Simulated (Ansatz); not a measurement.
The starting structures come from a database of crystals and need not be the phases stable at ambient conditions.

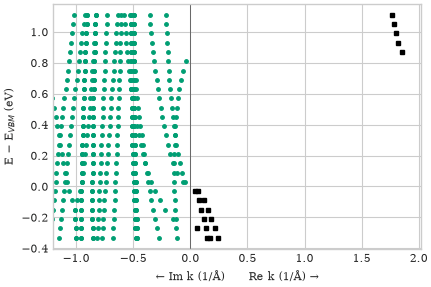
Fig. 1. Complex bands at the centre of the two-dimensional zone; Ansatz (an electronic-structure program) with r2SCAN

No gap correction and no spin-orbit coupling; mid-gap values are interpolated between computed energies.

### Question
This is CaZrN$_{2}$ (R-3m, not sure to be the ambient phase, 4 atoms a cell, 13.3 Å³ an atom) along the normal of (110). Read off the slowest decay at the centre of the two-dimensional zone at 0.39 eV, the computed energy nearest the middle of the gap.

### Answer
κ ≈ 0.13 1/Å, a decay length 1/(2κ) of the density of 3.8 Å.
